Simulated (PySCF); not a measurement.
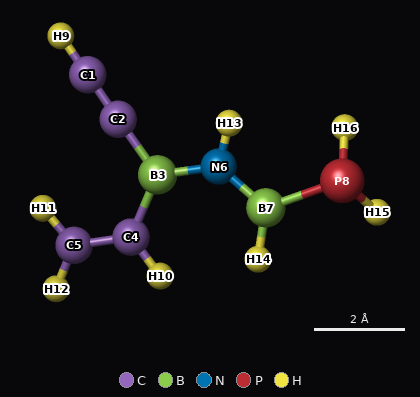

Figure 1. The structure as given in the input (ball-and-stick view, seen at a tilt; atoms are numbered from 1 in the order of the input).

## Excited-state calculation, with input and output: C4H8B2NP

C4H8B2NP, SMILES C#CB(C=C)NBP, computed with TDDFT CAM-B3LYP/def2-SVPD, vertical, gas phase, core orbitals frozen in the response (PySCF 2.14.0).

The geometry comes from this level: GFN2-xTB. It belongs to a series of runs on one base structure; here: H on B replaced by vinyl.

Input file
```
{"job": {"kind": "uv", "xc": "CAM-B3LYP", "basis": "def2-SVPD", "nstates": 8, "ntriplets": 3}, "charge": 0, "multiplicity": 1}
C     -1.702253     2.727032     0.034558
C     -1.186594     1.647532     0.171392
B     -0.512799     0.296293     0.337377
C     -1.375073    -0.996572     0.413690
C     -2.705551    -0.995077     0.370109
N      0.914385     0.284729     0.401564
B      1.822922    -0.775560     0.547266
P      3.686988    -0.411879     0.639776
H     -2.159309     3.667418    -0.083456
H     -0.877753    -1.954150     0.508224
H     -3.260783    -0.074792     0.275721
H     -3.293557    -1.898769     0.427234
H      1.327455     1.207542     0.321454
H      1.447727    -1.873493     0.697779
H      4.119009    -1.414571    -0.206718
H      3.747588     0.573259    -0.332414
```

The first line tells a small driver script what to run in PySCF; the rest is the geometry in Å.

Machine: 1 CPU thread, shared host.

Run as:
```bash
OMP_NUM_THREADS=1 python <driver script> task.json out
```

Output
```
coarse grid: 14168 points
cycle   1  E = -602.4672354217  dE =  9.969e-01  |g| = 4.285e-01  |ddm| = 1.639e+01
cycle   2  E = -602.4836839363  dE = -1.645e-02  |g| = 3.963e-01  |ddm| = 1.958e+00
cycle   3  E = -602.5183366232  dE = -3.465e-02  |g| = 1.077e-01  |ddm| = 8.618e-01
cycle   4  E = -602.5208883926  dE = -2.552e-03  |g| = 4.380e-02  |ddm| = 2.683e-01
cycle   5  E = -602.5213534099  dE = -4.650e-04  |g| = 1.351e-02  |ddm| = 1.310e-01
cycle   6  E = -602.5213962194  dE = -4.281e-05  |g| = 2.178e-03  |ddm| = 2.932e-02
cycle   7  E = -602.5213977561  dE = -1.537e-06  |g| = 6.475e-04  |ddm| = 1.087e-02
final grid: 133144 points
cycle   8  E = -602.6102592227  dE = -3.485e-05  |g| = 3.960e-03  |ddm| = 2.267e-01
cycle   9  E = -602.6102599567  dE = -7.340e-07  |g| = 3.810e-03  |ddm| = 2.779e-02
cycle  10  E = -602.6102631517  dE = -3.195e-06  |g| = 4.377e-04  |ddm| = 6.442e-03
cycle  11  E = -602.6102631933  dE = -4.168e-08  |g| = 1.695e-04  |ddm| = 1.111e-03
cycle  12  E = -602.6102632010  dE = -7.670e-09  |g| = 3.461e-05  |ddm| = 5.164e-04
cycle  13  E = -602.6102632013  dE = -2.908e-10  |g| = 1.849e-05  |ddm| = 1.313e-04
```

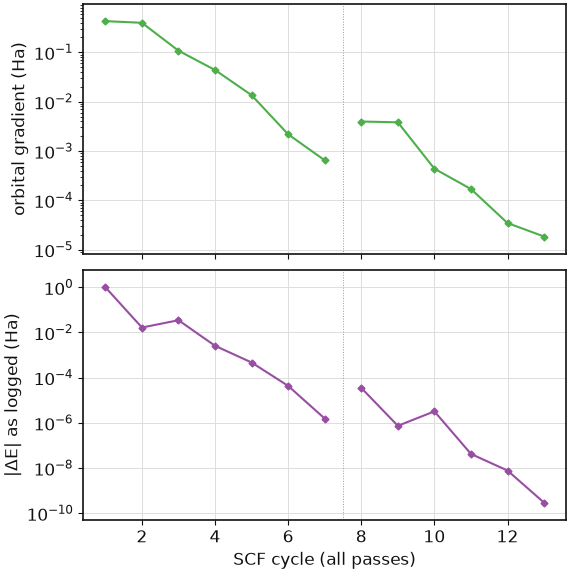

Figure 2. Convergence of the self-consistent field: orbital gradient and size of the energy change against the SCF cycle. The dotted line marks the change from a coarse to the final integration grid. The first 7 cycles use a coarse grid, the final grid takes over at cycle 8, and the field converges after 13 cycles in all.

```
converged SCF energy = -602.6102632013

Static polarisability (au): isotropic 112.768, principal 72.928 111.487 153.890

Singlet excitations
state   eV       nm        f      main configurations
  1   4.9734    249.3   0.04774   H-2->L 0.60, H->L 0.24
  2   5.1520    240.7   0.23058   H->L 0.57, H-2->L 0.23, H->L+1 0.09
  3   5.5754    222.4   0.14855   H-1->L 0.78, H-3->L 0.09
  4   5.9037    210.0   0.25664   H-3->L 0.65, H-1->L 0.12
  5   6.1675    201.0   0.00442   H-5->L 0.45, H-4->L 0.35
  6   6.4819    191.3   0.01072   H->L+1 0.55, H->L 0.13
  7   6.5188    190.2   0.03953   H->L+2 0.65, H->L+3 0.10
  8   6.7423    183.9   0.01228   H-4->L 0.30, H-5->L 0.29, H-4->L+1 0.13

Triplet excitations (Tamm-Dancoff, eV): 3.7965 4.3608 4.5901
```

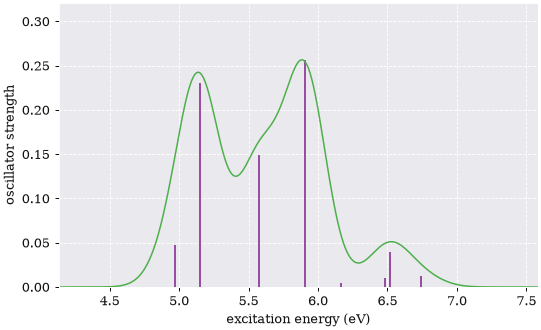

Figure 3. Computed excitations as sticks (degenerate states added up, dark ones marked on the axis), with a Gaussian envelope of 0.35 eV full width at half maximum, scaled to the tallest. Of the 8 states the lowest lies at 4.97 eV (f = 0.048); the strongest line is at 5.90 eV, or 210 nm (f = 0.257).

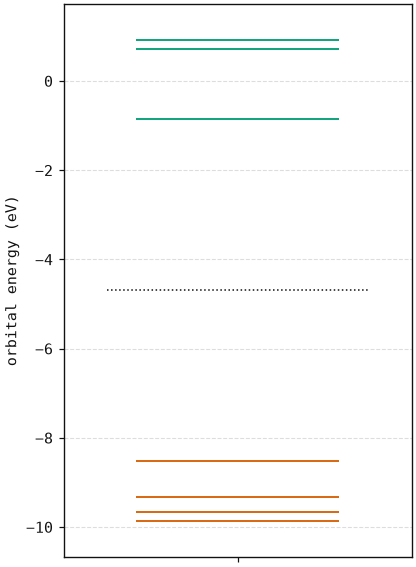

Figure 4. Orbital energies near the frontier; the dotted line parts filled from empty levels, and levels within 0.02 eV of each other stand side by side. Highest filled −8.53 eV, lowest empty −0.86 eV, 7.67 eV apart.

Summary

```tsv
quantity	value
outcome	converged
total energy	−602.610263 hartree
HOMO	−8.53 eV
LUMO	−0.86 eV
dipole moment	1.46 D
mean polarisability	112.77 a.u.
lowest singlet excitation	4.97 eV
wall time	53 s
peak memory	1.1 GiB
```
